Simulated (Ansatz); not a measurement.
# Mg3ZnC (Pm-3m): phonons and vibrational spectra

Task: relax Mg3ZnC (Pm-3m), then find its harmonic phonons.

Main program and level: Ansatz 0.2.0; DFT PBEsol, scalar-relativistic, plane waves, PAW; PAW set soft_1.

**1. Starting point**

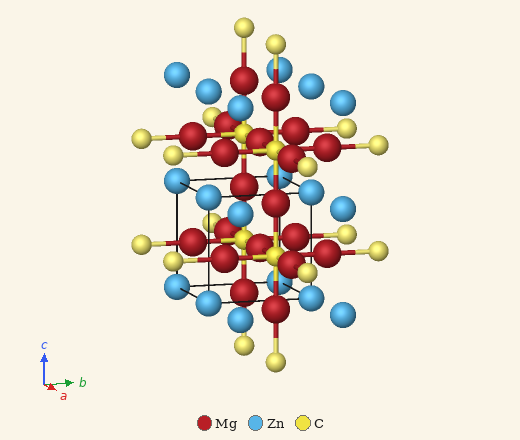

The cell as given, slightly off an axis (magnesium red, zinc blue, carbon yellow). 2×1×2 cells are drawn. Some periodic images of atoms are drawn too.

**2. Bringing the structure to rest**

Harmonic phonons are second derivatives at a point where the forces vanish, and they are wanted at zero stress, so atoms and cell are relaxed first.

input.yaml

```yaml
crystal:
  lattice:
    - [4.406931, 0.0, 0.0]
    - [0.0, 4.406931, 0.0]
    - [0.0, 0.0, 4.406931]
  atoms:
    - { symbol: Mg, position: [0.0, 0.5, 0.5] }
    - { symbol: Mg, position: [0.5, 0.5, 0.0] }
    - { symbol: Mg, position: [0.5, 0.0, 0.5] }
    - { symbol: Zn, position: [0.0, 0.0, 0.0] }
    - { symbol: C, position: [0.5, 0.5, 0.5] }
kpoints:
  mp_grid: { grid: [8, 8, 8] }
hamiltonian:
  xc: pbesol
  pseudopotentials: { kind: paw, azcp: { folder: soft_1 }, xc_functional: pbe }
scf:
  occupations: { method: gaussian, width: 0.1 }
output:
  forces: true
  stress: true
  eigenvalues: true
  write_density: true
  write_potential: true
  elf: true
  volumetric_format: npy
relax:
  adjacent_minimum: "off"
  f_tol: 0.005
  max_steps: 80
  cell: { stress_tol: 0.05 }
```

Run with:

```
> ansatz run input.yaml --threads 4 --pin off --max-ram 10240MiB --backend cpu --events-out ev --progress --plain --runs-dir out
```

Numbers of over 12 decimals in the logs are rounded to 6 here.

Output:

```text
Engine: ansatz 0.2.0, x86_64-unknown-linux-gnu
Pseudopotentials: kind: paw
Pseudopotential: Mg, paw, valence charge 10, recommended cutoff 420 eV (normal), soft_1/Mg.paw.azcp
Pseudopotential: Zn, paw, valence charge 12, recommended cutoff 420 eV (normal), soft_1/Zn.paw.azcp
Pseudopotential: C, paw, valence charge 4, recommended cutoff 420 eV (normal), soft_1/C.paw.azcp
Functional definition: PBEsol
  exchange = pbesol_x
  correlation = pbesol_c
Crystal: 5 atoms, lattice volume = 85.587 Å³
Basis set: ecut = 420 eV, 1743 PW (Γ), exchange–correlation on 60×60×60 points (8 copies of the dense FFT grid, shifted against one another)
Bands: 28, of which v1, the nominal top of the filled ones, is band 23 counted from 1 (22 counted from 0)
Symmetry: 48 space group operations
Space group: Pm-3m (ITA 221), of the structure as read, at distance tolerance 4.4e-5 Å
k-points: 35 of 512
Non-local potential: Mg, projectors of the file, l = 0: 3, l = 1: 2, l = 2: 1
Non-local potential: Zn, projectors of the file, l = 0: 2, l = 1: 2, l = 2: 3, l = 3: 1
Non-local potential: C, projectors of the file, l = 0: 2, l = 1: 2, l = 2: 1
PAW form: soft (Blöchl's): semilocal exchange-correlation on the pseudo side does not see the compensation charge
PAW frozen core: Mg, regenerated for the run's functional, and the local potential with it (the file was generated under x = pbe(κ = 0.804, μ = 0.219515), c = pbe(β = 0.066725))
PAW frozen core: Zn, regenerated for the run's functional, and the local potential with it (the file was generated under x = pbe(κ = 0.804, μ = 0.219515), c = pbe(β = 0.066725))
PAW frozen core: C, regenerated for the run's functional, and the local potential with it (the file was generated under x = pbe(κ = 0.804, μ = 0.219515), c = pbe(β = 0.066725))
PAW one-centre angular grid: Mg, 110 points (default); XC on 64 Gauss nodes
PAW one-centre angular grid: Zn, 590 points (default); XC on 64 Gauss nodes
PAW one-centre angular grid: C, 110 points (default); XC on 64 Gauss nodes
Initial density: superposition of atomic densities (chi_scale 0.1, normalization cell, long waves kept (reshape's long-wave potential 0.00 eV rms))
Initial wavefunctions: pseudopotential atomic-orbital guess
Functional: x = pbesol(κ = 0.804, μ = 0.123457), c = pbesol(β = 0.046)
SCF iter   1: F=—  HF=-9264.501906 eV  |F-HF|=—  |Δ(HF+E_count)|=         —  Δρ=7.03e-2  dr2=8.63e0  ethr=3.10e-3  ⟨swp⟩=6.1  Hψ=4308  notcnv=0
preconditioner: auto → Kerker (q_TF=auto, 2.460 Å⁻¹)  [metal: Δε(μ)=0.041 eV  Ē_g=7.842 eV  σ=0.100 eV  W_gap=0.22  n_scr=18 (ndim 8)  ℏωp=18.8 eV  f_vac=0.000  D(μ)=1.63/eV (n_scr^D=6)]
SCF iter   2: F=—  HF=-9263.019081 eV  |F-HF|=—  |Δ(HF+E_count)|=    1.48e0  Δρ=2.42e-2  dr2=8.57e-1  ethr=3.10e-3  ⟨swp⟩=2.9  Hψ=1918  notcnv=0  defer=21
preconditioner: auto → Resta (q_TF=auto, 2.460 Å⁻¹)  ε∞=6.0  [insulator: Δε(μ)=0.190 eV  Ē_g=8.400 eV  σ=0.100 eV  W_gap=0.81  n_scr=18 (ndim 8)  ℏωp=18.8 eV  f_vac=0.000  D(μ)=0.85/eV (n_scr^D=0)  ε∞_Penn≈6.0]
SCF iter   3: F=—  HF=-9262.825213 eV  |F-HF|=—  |Δ(HF+E_count)|=   1.94e-1  Δρ=1.56e-2  dr2=2.41e-1  ethr=1.86e-3  ⟨swp⟩=2.0  Hψ=1765  notcnv=0  defer=21
SCF iter   4: F=—  HF=-9262.772934 eV  |F-HF|=—  |Δ(HF+E_count)|=   5.23e-2  Δρ=9.05e-3  dr2=5.03e-2  ethr=5.25e-4  ⟨swp⟩=2.0  Hψ=1517  notcnv=0  defer=21
SCF iter   5: F=—  HF=-9262.763699 eV  |F-HF|=—  |Δ(HF+E_count)|=   9.23e-3  Δρ=2.67e-3  dr2=4.17e-3  ethr=1.09e-4  ⟨swp⟩=2.0  Hψ=1676  notcnv=0  defer=21
SCF iter   6: F=—  HF=-9262.762998 eV  |F-HF|=—  |Δ(HF+E_count)|=   7.02e-4  Δρ=6.50e-4  dr2=3.47e-4  ethr=9.06e-6  ⟨swp⟩=2.0  Hψ=1300  notcnv=0  defer=21
SCF iter   7: F=—  HF=-9262.763023 eV  |F-HF|=—  |Δ(HF+E_count)|=   2.55e-5  Δρ=2.37e-4  dr2=2.13e-5  ethr=7.54e-7  ⟨swp⟩=2.2  Hψ=1384  notcnv=0  defer=21
SCF iter   8: F=—  HF=-9262.763096 eV  |F-HF|=—  |Δ(HF+E_count)|=   7.27e-5  Δρ=4.63e-5  dr2=1.58e-6  ethr=4.62e-8  ⟨swp⟩=2.0  Hψ=1583  notcnv=0  defer=21
SCF iter   9: F=—  HF=-9262.763096 eV  |F-HF|=—  |Δ(HF+E_count)|=   1.69e-7  Δρ=1.21e-5  dr2=1.09e-7  ethr=3.44e-9  ⟨swp⟩=2.7  Hψ=1647  notcnv=0  defer=21
SCF iter  10: F=-9262.763096 eV  HF=-9262.763096 eV  |F-HF|=1.12e-8  |Δ(HF+E_count)|=   1.00e-8  Δρ=2.87e-6  dr2=1.43e-8  ethr=2.17e-10  ⟨swp⟩=11.1  Hψ=6047  notcnv=0
SCF 1 converged in 10 iterations: F = -9262.763096 eV  dr2 = 1.43e-8
  greatest PAW one-centre occupation: 1.000 electrons in one spin orbital (limit 2), on the Mg atom at site 2 (counted from 0), in its partial waves of l = 0
relax step   1: F+E_penalty+E_count = -9262.76309570 eV  Δ(F+E_penalty+E_count) = +0.000e0 eV  max|allowed force component| = 1.672e-28 eV/Å  Δτ_max = 0.0000 Å  P = -1.869 GPa  Ω = 85.587 Å³  (10 SCF iters, dr2 threshold 1.00e-7 eV, accepted)
Crystal: 5 atoms, lattice volume = 83.678 Å³
Basis set: ecut = 420 eV, 1647 PW (Γ), exchange–correlation on 60×60×60 points (8 copies of the dense FFT grid, shifted against one another)
Initial density: handed on by an earlier stage of this run
Initial wavefunctions: those handed on with the density
iter 1 solved again at ethr=4.63e-5 eV; its pass at ethr=3.10e-3 eV (dr2=2.13e-2 eV) is discarded
SCF iter   1: F=—  HF=-9262.782202 eV  |F-HF|=—  |Δ(HF+E_count)|=         —  Δρ=3.43e-3  dr2=2.14e-2  ethr=4.63e-5  ⟨swp⟩=1.0  Hψ=4738  notcnv=0
preconditioner: auto → Kerker (q_TF=auto, 2.469 Å⁻¹)  [metal: Δε(μ)=0.043 eV  Ē_g=8.497 eV  σ=0.100 eV  W_gap=0.24  n_scr=18 (ndim 8)  ℏωp=19.0 eV  f_vac=0.000  D(μ)=2.13/eV (n_scr^D=18)]
SCF iter   2: F=—  HF=-9262.778445 eV  |F-HF|=—  |Δ(HF+E_count)|=   3.76e-3  Δρ=7.47e-4  dr2=1.12e-3  ethr=4.63e-5  ⟨swp⟩=2.0  Hψ=1249  notcnv=0
SCF iter   3: F=—  HF=-9262.778184 eV  |F-HF|=—  |Δ(HF+E_count)|=   2.62e-4  Δρ=4.78e-4  dr2=4.10e-4  ethr=2.44e-6  ⟨swp⟩=2.0  Hψ=1183  notcnv=0
SCF iter   4: F=—  HF=-9262.778121 eV  |F-HF|=—  |Δ(HF+E_count)|=   6.26e-5  Δρ=3.41e-4  dr2=1.06e-4  ethr=8.92e-7  ⟨swp⟩=2.0  Hψ=1296  notcnv=0
SCF iter   5: F=—  HF=-9262.778091 eV  |F-HF|=—  |Δ(HF+E_count)|=   3.05e-5  Δρ=1.03e-4  dr2=8.16e-6  ethr=2.31e-7  ⟨swp⟩=2.0  Hψ=1334  notcnv=0
SCF iter   6: F=-9262.778088 eV  HF=-9262.778088 eV  |F-HF|=4.18e-8  |Δ(HF+E_count)|=   2.70e-6  Δρ=2.24e-5  dr2=3.83e-7  ethr=1.09e-9  ⟨swp⟩=8.1  Hψ=7135  notcnv=0
SCF 2 converged in 6 iterations: F = -9262.778088 eV  dr2 = 3.83e-7
  greatest PAW one-centre occupation: 1.000 electrons in one spin orbital (limit 2), on the Mg atom at site 0 (counted from 0), in its partial waves of l = 0
relax step   2: F+E_penalty+E_count = -9262.77808796 eV  Δ(F+E_penalty+E_count) = -1.499e-2 eV  max|allowed force component| = 1.444e-29 eV/Å  Δτ_max = 0.0000 Å  P = -0.502 GPa  Ω = 83.678 Å³  energy of the carried Pulay correction = +7.058e-4 eV  (6 SCF iters, dr2 threshold 5.00e-7 eV, accepted)
Crystal: 5 atoms, lattice volume = 82.997 Å³
iter 1 solved again at ethr=6.26e-6 eV; its pass at ethr=3.10e-3 eV (dr2=2.88e-3 eV) is discarded
SCF iter   1: F=—  HF=-9262.779916 eV  |F-HF|=—  |Δ(HF+E_count)|=         —  Δρ=1.28e-3  dr2=2.95e-3  ethr=6.26e-6  ⟨swp⟩=2.0  Hψ=4205  notcnv=0
preconditioner: auto → Kerker (q_TF=auto, 2.473 Å⁻¹)  [metal: Δε(μ)=0.032 eV  Ē_g=8.548 eV  σ=0.100 eV  W_gap=0.18  n_scr=18 (ndim 8)  ℏωp=19.1 eV  f_vac=0.000  D(μ)=2.26/eV (n_scr^D=18)]
SCF iter   2: F=—  HF=-9262.779405 eV  |F-HF|=—  |Δ(HF+E_count)|=   5.11e-4  Δρ=2.63e-4  dr2=1.56e-4  ethr=6.26e-6  ⟨swp⟩=2.0  Hψ=1250  notcnv=0
SCF iter   3: F=—  HF=-9262.779379 eV  |F-HF|=—  |Δ(HF+E_count)|=   2.52e-5  Δρ=1.79e-4  dr2=5.73e-5  ethr=3.39e-7  ⟨swp⟩=2.0  Hψ=1187  notcnv=0
SCF iter   4: F=—  HF=-9262.779367 eV  |F-HF|=—  |Δ(HF+E_count)|=   1.24e-5  Δρ=1.30e-4  dr2=1.44e-5  ethr=1.25e-7  ⟨swp⟩=2.0  Hψ=1307  notcnv=0
SCF iter   5: F=—  HF=-9262.779363 eV  |F-HF|=—  |Δ(HF+E_count)|=   4.34e-6  Δρ=4.04e-5  dr2=1.24e-6  ethr=3.12e-8  ⟨swp⟩=2.0  Hψ=1329  notcnv=0
SCF iter   6: F=-9262.779362 eV  HF=-9262.779362 eV  |F-HF|=8.01e-9  |Δ(HF+E_count)|=   3.90e-7  Δρ=8.30e-6  dr2=5.21e-8  ethr=1.09e-9  ⟨swp⟩=9.4  Hψ=6700  notcnv=0
SCF 3 converged in 6 iterations: F = -9262.779362 eV  dr2 = 5.21e-8
relax step   3: F+E_penalty+E_count = -9262.77936233 eV  Δ(F+E_penalty+E_count) = -1.274e-3 eV  max|allowed force component| = 9.489e-30 eV/Å  Δτ_max = 0.0000 Å  P = +0.026 GPa  Ω = 82.997 Å³  energy of the carried Pulay correction = +9.613e-4 eV  (6 SCF iters, dr2 threshold 5.00e-7 eV, accepted)
Initial wavefunctions: pseudopotential atomic-orbital guess (no wavefunctions were taken with the density)
iter 1 solved again at ethr=3.76e-7 eV; its pass at ethr=3.10e-3 eV (dr2=1.73e-4 eV) is discarded
SCF iter   1: F=—  HF=-9262.778461 eV  |F-HF|=—  |Δ(HF+E_count)|=         —  Δρ=5.69e-5  dr2=7.22e-7  ethr=3.76e-7  ⟨swp⟩=2.9  Hψ=6571  notcnv=0
preconditioner: auto → Kerker (q_TF=auto, 2.473 Å⁻¹)  [metal: Δε(μ)=0.032 eV  Ē_g=8.559 eV  σ=0.100 eV  W_gap=0.18  n_scr=18 (ndim 8)  ℏωp=19.1 eV  f_vac=0.000  D(μ)=2.36/eV (n_scr^D=18)]
SCF iter   2: F=—  HF=-9262.778473 eV  |F-HF|=—  |Δ(HF+E_count)|=   1.20e-5  Δρ=7.85e-5  dr2=2.35e-6  ethr=1.57e-9  ⟨swp⟩=2.0  Hψ=1782  notcnv=0
SCF iter   3: F=—  HF=-9262.778473 eV  |F-HF|=—  |Δ(HF+E_count)|=   4.50e-8  Δρ=1.06e-5  dr2=5.87e-8  ethr=1.57e-9  ⟨swp⟩=2.0  Hψ=1283  notcnv=0
SCF iter   4: F=—  HF=-9262.778473 eV  |F-HF|=—  |Δ(HF+E_count)|=   1.91e-7  Δρ=4.83e-6  dr2=8.92e-9  ethr=1.28e-10  ⟨swp⟩=2.0  Hψ=1328  notcnv=0
SCF iter   5: F=—  HF=-9262.778473 eV  |F-HF|=—  |Δ(HF+E_count)|=   2.26e-8  Δρ=2.03e-6  dr2=4.60e-9  ethr=1.94e-11  ⟨swp⟩=2.0  Hψ=1370  notcnv=0
SCF iter   6: F=—  HF=-9262.778473 eV  |F-HF|=—  |Δ(HF+E_count)|=  8.55e-11  Δρ=6.38e-7  dr2=5.11e-10  ethr=9.99e-12  ⟨swp⟩=2.0  Hψ=1319  notcnv=0
SCF iter   7: F=-9262.778473 eV  HF=-9262.778473 eV  |F-HF|=1.64e-11  |Δ(HF+E_count)|=  1.00e-10  Δρ=1.84e-7  dr2=3.27e-11  ethr=1.00e-12  ⟨swp⟩=4.3  Hψ=4764  notcnv=0
SCF 4 converged in 7 iterations: F = -9262.778473 eV  dr2 = 3.27e-11
  greatest PAW one-centre occupation: 1.000 electrons in one spin orbital (limit 2), on the Mg atom at site 1 (counted from 0), in its partial waves of l = 0
relax step   4: F+E_penalty+E_count = -9262.77847291 eV  Δ(F+E_penalty+E_count) = +8.894e-4 eV  max|allowed force component| = 4.214e-30 eV/Å  Δτ_max = 0.0000 Å  P = +0.015 GPa  Ω = 82.997 Å³  stress off target by 1.51e-2 GPa  SCF on the basis re-selected at this cell (its energy is not comparable with the rows above)  (7 SCF iters)
basis re-selected at this cell: Δ(F+E_penalty+E_count) = +8.894e-4 eV, ΔP = -0.011 GPa vs the last step (what re-selecting the basis moved, of the pressure what is left beyond the Pulay correction that the steps carried, after the strain that the cell walked since its last selection, with what the two solves' SCF thresholds leave and, on support functions, any second-order correction that the steps lacked; it is no m [...]
SCF converged after 7 iterations
Free energy (F): -9262.778473 eV
Harris-Foulkes:  -9262.778473 eV  (|F-HF|=1.64e-11)
Internal energy: -9262.766672 eV  (E = F + TS)
E sigma→0 (E₀):  -9262.772572 eV
Entropy (-TS):   -0.011801 eV (-2.360 meV/atom)
Fermi energy:    7.284359 eV
--- Per-component energies (eV) ---
  E_band       = -991.582928
  E_kinetic    = 441.436492
  E_local      = -6937.675625  (includes V_loc(G=0)·N_el)
  E_nonlocal   = 1427.795558
  E_hartree    = 2417.360766
  E_xc         = -203.071760
  E_vxc        = -211.042910  (∫ρ·V_xc dr)
  E_paw        = -2821.114494  (= ΣΔE_a)
  E_vpaw       = -546.817211  (= ΣTr[D̂ρ^β])
  E_aug_tail   = -0.000727  (compensation charges beyond the density's cutoff)
  E_ewald      = -3588.491926
  E_core_change = 0.995043  (= ΣΔE_core)
  E_smearing   = -0.011801  (= −TS)
  E_closure    = -0.000000  (closes the sum)
  Σ components = -9262.778473   (vs F -9262.778473, Δ=0.00e0)
--- Forces (eV/Å), atoms counted from 1 ---
  atom   1  Mg    -0.00000000     0.00000000    -0.00000000
  atom   2  Mg    -0.00000000     0.00000000     0.00000000
  atom   3  Mg    -0.00000000    -0.00000000     0.00000000
  atom   4  Zn     0.00000000    -0.00000000    -0.00000000
  atom   5  C     -0.00000000    -0.00000000     0.00000000
  max |Σ_I F_I| component: 8.85e-30 eV/Å
--- Stress (GPa, compression-positive) ---
        0.015111      -0.000000       0.000000
       -0.000000       0.015111      -0.000000
       -0.000000      -0.000000       0.015111
  P = ⅓ Tr σ = 0.0151 GPa (0.151 kbar)
--- Band table (eV; the first three rows and the last of 35) ---
  k-point 0: bands = [... 19 lower, 4.5883, 4.5883, 4.5883, 8.9669, 8.9669, 10.0052, 10.0052, 10.0052, ... 1 higher]
  k-point 1: bands = [... 19 lower, 4.5572, 4.6525, 4.6525, 8.5849, 9.0781, 9.8023, 9.8023, 10.3203, ... 1 higher]
  k-point 2: bands = [... 19 lower, 4.6258, 4.8223, 4.8223, 7.6739, 9.3034, 9.3034, 9.4043, 11.3173, ... 1 higher]
  k-point 34: bands = [... 19 lower, 3.8755, 3.8755, 4.1148, 5.4415, 5.4415, 5.4415, 12.3652, 12.3652, ... 1 higher]
--- Relaxed structure (3 steps of the walk, 3 accepted, 1 SCFs on fresh bases) ---
  F+E_penalty+E_count = -9262.77847291 eV   max|allowed force component| = 4.214e-30 eV/Å   (the final SCF, on the basis selected at the relaxed cell)
  cell:  # Å, volume = 82.9975 Å³
    - [4.362027, 0, 0]
    - [0, 4.362027, 0]
    - [0, 0, 4.362027]
  atoms:
    - { symbol: Mg, position: [0, 0.5, 0.5] }
    - { symbol: Mg, position: [0.5, 0.5, 0] }
    - { symbol: Mg, position: [0.5, 0, 0.5] }
    - { symbol: Zn, position: [0, 0, 0] }
    - { symbol: C, position: [0.5, 0.5, 0.5] }
```

Run time: 5.7 s. Hardware: 4 threads of Intel Xeon Platinum 8559C (Emerald Rapids), shared host; peak memory 0.47 GiB.

Relaxation path:

```csv
step,energy less that of the first step (eV),largest force component (eV/Å),pressure (GPa),volume (Å³)
1,0.0000,0.0000,-1.87,85.59
2,-0.0150,0.0000,-0.50,83.68
3,-0.0163,0.0000,0.03,83.00
4*,-0.0154,0.0000,0.02,83.00
```

Relaxation steps marked * repeat the geometry before them on a plane-wave basis chosen anew for their cell, so energy and pressure can jump there.

Forces are held to the 48 operations that the run works with; a distortion that breaks them can't arise in this run.

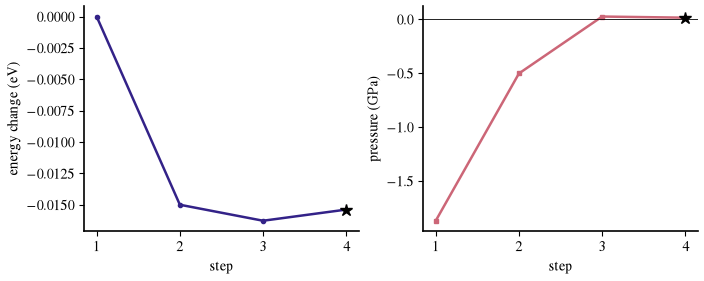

Energy and pressure along the relaxation. Stars mark steps on a basis chosen anew.

```csv
"conventional cell, symmetrised",before,after,change
a (Å),4.407,4.362,-1.0 %
b (Å),4.407,4.362,-1.0 %
c (Å),4.407,4.362,-1.0 %
volume (Å³/atom),17.12,16.60,-3.0 %
```

Numbers from this step:

```
pressure          : 0.01511 GPa
volume per atom   : 16.60 Å³
gap on the k-mesh : 0 eV
```

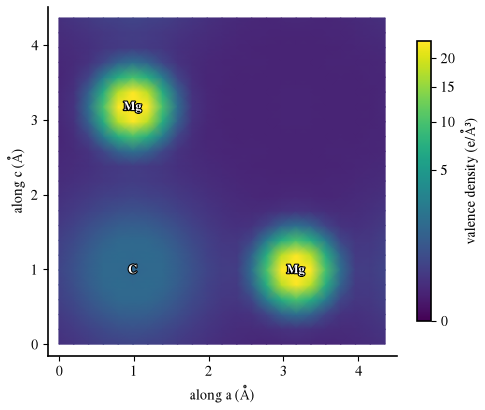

Valence density in the ac plane at fractional y = 0.500, with atoms of Mg and C within 0.2 Å of it. It is the smooth field of the valence electrons, not physical close to the nuclei. The map starts off the cell's origin, so that atoms lie inside it. The colour scale is stretched toward low values.

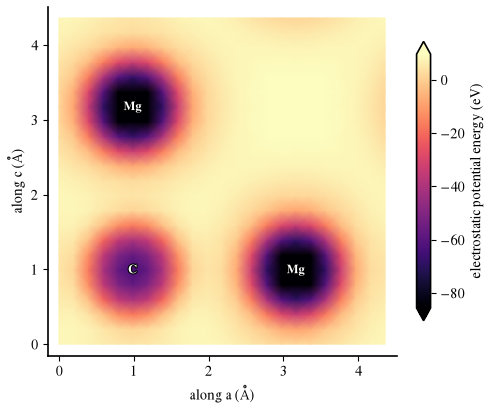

Electrostatic potential energy in the ac plane at fractional y = 0.500, with atoms of Mg and C within 0.2 Å of it. With pseudopotentials it is smooth inside the atoms' cores, unlike the true potential. The map starts off the cell's origin, so that atoms lie inside it.

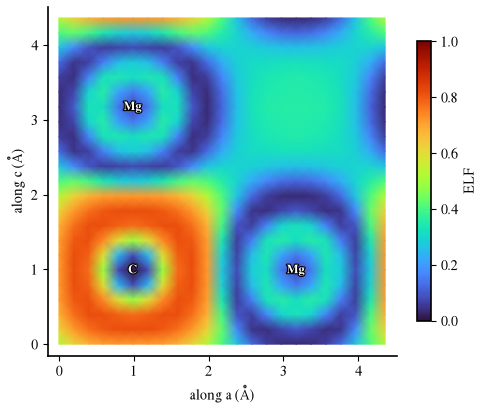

ELF in the ac plane at fractional y = 0.500, with atoms of Mg and C within 0.2 Å of it. It is the smooth field of the valence electrons, not physical close to the nuclei. The map starts off the cell's origin, so that atoms lie inside it.

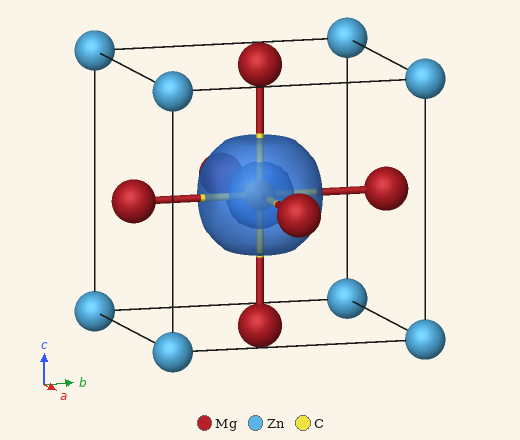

Surface of ELF = 0.74.

In this step the volume went from 17.12 to 16.60 Å³/atom.

**3. Tight relaxation**

Phonons need a cell at rest on their own settings, so the relaxation is repeated with tight tolerances on forces and stress, using the mesh and the filling of the phonon run that follows.

input.yaml, the sections that differ from step 2:

```yaml
crystal:
  lattice:
    - [4.3620267219, 0.0, 0.0]
    - [0.0, 4.3620267219, 0.0]
    - [0.0, 0.0, 4.3620267219]
  atoms:
    - { symbol: Mg, position: [0.0, 0.5, 0.5] }
    - { symbol: Mg, position: [0.5, 0.5, 0.0] }
    - { symbol: Mg, position: [0.5, 0.0, 0.5] }
    - { symbol: Zn, position: [0.0, 0.0, 0.0] }
    - { symbol: C, position: [0.5, 0.5, 0.5] }
scf:
  occupations: { method: methfessel_paxton, width: 0.2 }
output:
  forces: true
  stress: true
  eigenvalues: true
relax:
  adjacent_minimum: "off"
  f_tol: 0.001
  max_steps: 60
  cell: { stress_tol: 0.01 }
# kpoints, hamiltonian: as in step 2
```

Output:

```text
[...]
Crystal: 5 atoms, lattice volume = 82.997 Å³
Basis set: ecut = 420 eV, 1647 PW (Γ), exchange–correlation on 60×60×60 points (8 copies of the dense FFT grid, shifted against one another)
Bands: 28, of which v1, the nominal top of the filled ones, is band 23 counted from 1 (22 counted from 0)
Symmetry: 48 space group operations
[...]
k-points: 35 of 512
[...]
--- Relaxed structure (2 steps of the walk, 2 accepted, 1 SCFs on fresh bases) ---
[...]
cell:  # Å, volume = 83.0241 Å³
    - [4.362494, 0, 0.0]
    - [0, 4.362494, 0]
    - [0.0, 0, 4.362494]
  atoms:
    - { symbol: Mg, position: [0, 0.5, 0.5] }
    - { symbol: Mg, position: [0.5, 0.5, 0] }
    - { symbol: Mg, position: [0.5, 0, 0.5] }
    - { symbol: Zn, position: [0, 0, 0] }
    - { symbol: C, position: [0.5, 0.5, 0.5] }
[key lines of the parts left out:]
SCF converged after 6 iterations
Free energy (F): -9262.774273 eV
Fermi energy:    7.278461 eV
P = ⅓ Tr σ = 0.0080 GPa (0.080 kbar)
```

Elapsed: 3.4 s, on 4 threads; peak memory 0.46 GiB.

Little changed from the start: no atom moved by 0.005 Å and no cell edge by 0.1 %.

Numbers from this step:

```
pressure : 0.007962 GPa
```

The forces vanish by symmetry and the pressure is 0.008 GPa, within the tolerances set. The cell now holds 16.60 Å³/atom.

(Part 1 of 3 ends here.)

[Logs are printed without paths, hosts, clocks, repeated set-up lines and the standing remarks that a program may print on its own settings, such as how far it seeks lower states.]

[Hosts, paths, dates, database ids (printed as entryN), source tags and the programs' standing remarks are cut or masked in the printed files.]
